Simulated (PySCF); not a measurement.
# C$_{6}$H$_{11}$FO$_{2}$Si (SMILES CC/C([SiH3])=C(/OC)C(=O)F): what the fields show

```yaml
atoms:
  - { symbol: C, position_ang: [-2.7263, -0.5653, -0.1153] }
  - { symbol: C, position_ang: [-1.6164, 0.0477, -0.9723] }
  - { symbol: C, position_ang: [-0.4072, 0.2782, -0.1382] }
  - { symbol: Si, position_ang: [-0.3637, 1.5851, 1.2397] }
  - { symbol: C, position_ang: [0.7247, -0.4499, -0.1721] }
  - { symbol: O, position_ang: [1.6434, -0.1460, 0.8167] }
  - { symbol: C, position_ang: [2.9505, 0.1973, 0.3937] }
  - { symbol: C, position_ang: [0.9765, -1.5756, -1.0639] }
  - { symbol: O, position_ang: [0.4208, -1.9006, -2.0626] }
  - { symbol: F, position_ang: [2.0107, -2.3623, -0.6174] }
  - { symbol: H, position_ang: [-2.4158, -1.5380, 0.2590] }
  - { symbol: H, position_ang: [-3.6274, -0.6941, -0.7095] }
  - { symbol: H, position_ang: [-2.9529, 0.0763, 0.7335] }
  - { symbol: H, position_ang: [-1.9589, 1.0130, -1.3541] }
  - { symbol: H, position_ang: [-1.4015, -0.6058, -1.8170] }
  - { symbol: H, position_ang: [-0.2957, 0.9350, 2.5426] }
  - { symbol: H, position_ang: [0.7624, 2.4831, 0.9942] }
  - { symbol: H, position_ang: [-1.6094, 2.3520, 1.1218] }
  - { symbol: H, position_ang: [3.4665, 0.5395, 1.2886] }
  - { symbol: H, position_ang: [2.9247, 1.0053, -0.3443] }
  - { symbol: H, position_ang: [3.4861, -0.6580, -0.0235] }
```

Geometry: GFN2-xTB.

Method: PBE0/pcSseg-1, SCF density, gas phase, non-relativistic (PySCF 2.14.0).

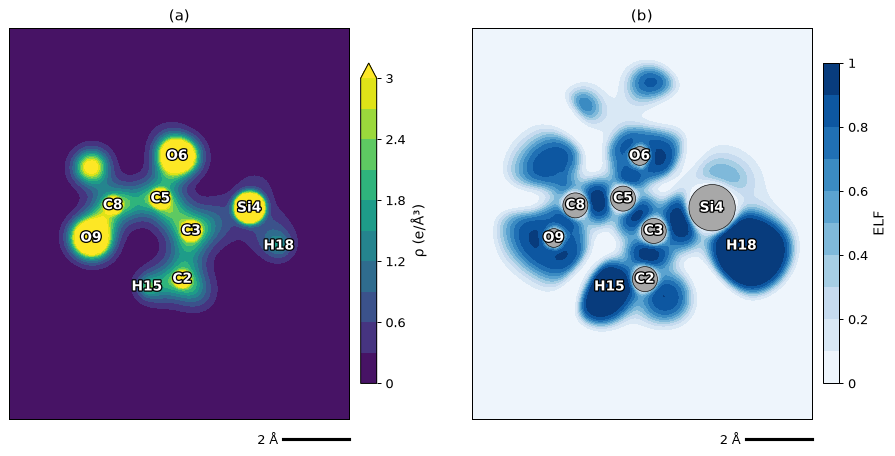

Figure 1. (a) total electron density; (b) electron localisation function on the plane of atoms C3, C5 and O6. Grey discs cover the atomic cores in the ELF map.

Interpret the plot.

Answer. The section cuts through C, Si, O and H sites. C–O (1.19 Å): ρ at the midpoint is about 3.5 e/Å³; the ELF peaks at about 0.85 between the atoms: a short, multiple covalent bond. C–C (1.35 Å): the density is about 2.3 e/Å³ at the midpoint; the ELF peaks at about 0.90 between the atoms (a covalent bond). C–Si (1.90 Å): the density is about 0.91 e/Å³ at the midpoint; the ELF peaks at about 0.95 between the atoms (a covalent bond). C–H (1.09 Å): ρ at the midpoint is about 2 e/Å³; the ELF climbs to about 1 towards the hydrogen, as it does in any bond to H: a covalent bond by its length. C–C (1.46 Å): the density is about 1.9 e/Å³ at the midpoint; the ELF peaks at about 0.95 between the atoms; localised, covalent bonding. The ELF also peaks beside O9 and F10, away from the bonds: lone-pair regions.

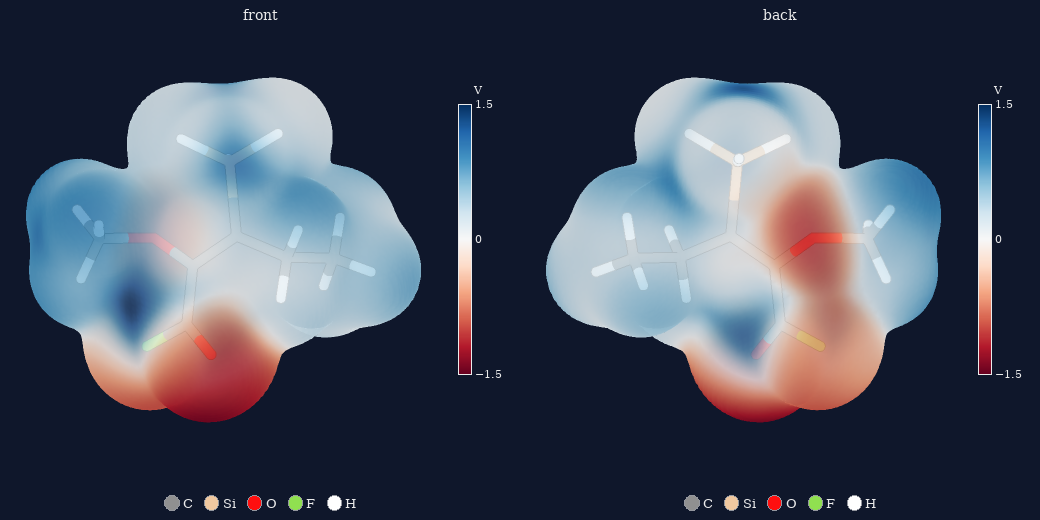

Figure 2. The electrostatic potential painted on the density surface at 0.002 e/bohr³, seen from the front and from behind; red is negative and blue positive.

Describe the electrostatic potential map.

Answer. The most negative region (about −1.4 V, or −32 kcal/mol for a unit charge) lies over O9, the most positive (about +1.3 V, or +30 kcal/mol for a unit charge) over Si4, C7 and C8. O9 is the likeliest acceptor of a hydrogen bond.

What dipole moment does the calculation give?

Answer. Its dipole moment is 2.36 D.
